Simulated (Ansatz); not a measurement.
Electronic density of states of amorphous Si$_{24}$O$_{48}$C, density 2.16 g/cm³, on a 2×2×2 Γ-centred mesh with a Gaussian width of 0.1 eV; energies count from the Fermi level, whose place inside the gap is arbitrary. Cell and mesh are small, so fine structure isn't converged. The numbers are results of PBE, scalar-relativistic without spin-orbit coupling (plane waves to 420 eV, PAW; Ansatz, a quantum-chemistry and plane-wave program), not measurements. Sampling: a 2×2×2 Γ-centred mesh; Fermi-Dirac width 0.02 eV; no spin polarisation. At PBE the levels at the filled edge of the gap are localised (band-tail or defect states), and the nearest spread-out levels lie 5.6 eV apart at the zone centre.

Preparation: random packing, a CHGNet melt and quench, and a DFT relaxation. O atoms were pushed apart under 1.9 Å during the dynamics, to hinder bonds among them. The hot cell started wider than the set density and was brought back towards it in steps. It is the lowest in DFT energy of 2 quenches. It is a model cell: composition and starting density were chosen by hand, and all elements were melted together. No dispersion term was used. Its density started from a set value of 2.20 and ended at 2.16 g/cm³. The quench (nominally 400 K/ps over its main leg) was far faster than any real one, so the model tends to hold more defects than a real film. A cell of this size samples the disorder only roughly. The volume was free in the relaxation, at fixed shape. Stress components on the final sampling reach 1.5 GPa.

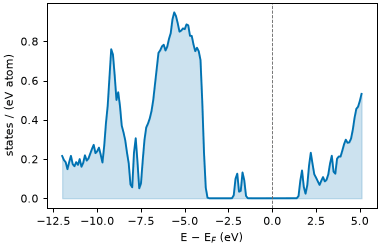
*Density of states per atom*

The level gap on this mesh is 3.30 eV; the broadening fills part of it in the curve.
